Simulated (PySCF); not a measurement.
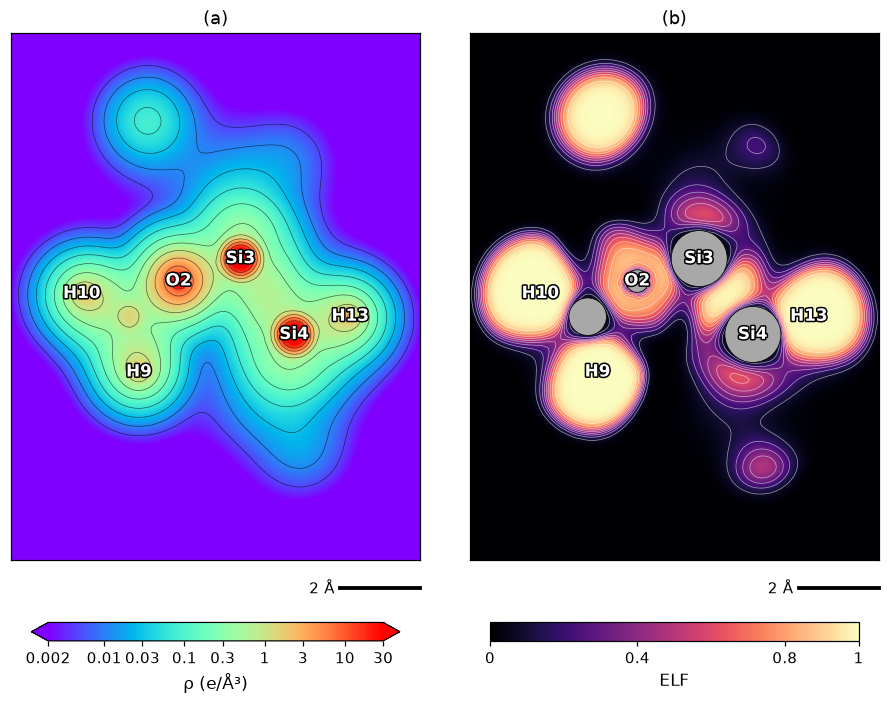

Figure 1: H₁₄OSi₆ (SMILES [SiH3]O[SiH]([SiH2][SiH3])[SiH2][SiH3]). (a) total electron density; (b) ELF on the plane of atoms O2, Si3 and Si4. Grey discs cover the atomic cores in the ELF map.

Geometry: GFN2-xTB.

Theory: PySCF 2.14.0, PBE0/pcSseg-1, SCF density, gas phase, non-relativistic.

| atom | x (Å) | y (Å) | z (Å) |
| --- | --- | --- | --- |
| Si | 0.0428 | 2.3448 | 0.5926 |
| O | 0.0234 | 0.7475 | 0.7749 |
| Si | -0.0622 | -0.8206 | 0.2761 |
| Si | -1.9490 | -0.9334 | -1.0717 |
| Si | -3.9633 | -0.1720 | -0.2081 |
| Si | 2.0763 | -1.3161 | -0.4829 |
| Si | 3.8631 | -0.2820 | 0.5762 |
| H | 0.9566 | 2.6587 | -0.5073 |
| H | -1.3195 | 2.7715 | 0.2695 |
| H | 0.5115 | 2.8675 | 1.8706 |
| H | -0.3236 | -1.4781 | 1.5762 |
| H | -1.6739 | -0.2115 | -2.3332 |
| H | -2.0858 | -2.3320 | -1.5246 |
| H | -4.5834 | -1.1463 | 0.6977 |
| H | -3.7807 | 1.0581 | 0.5704 |
| H | -4.9858 | 0.1322 | -1.2168 |
| H | 2.2330 | -2.7846 | -0.4543 |
| H | 2.1439 | -1.0217 | -1.9308 |
| H | 3.8475 | -0.5129 | 2.0248 |
| H | 5.1855 | -0.7240 | 0.1154 |
| H | 3.8344 | 1.1720 | 0.3848 |

### Interpret the plot.

Atoms in the plane: O, Si and H. Si–Si (2.32 Å): the density is about 0.66 e/Å³ at the midpoint; the ELF peaks at about 1 between the atoms; localised, covalent bonding. Si–H (1.48 Å): the density is about 0.77 e/Å³ at the midpoint; the ELF climbs to about 1 towards the hydrogen, as it does in any bond to H.
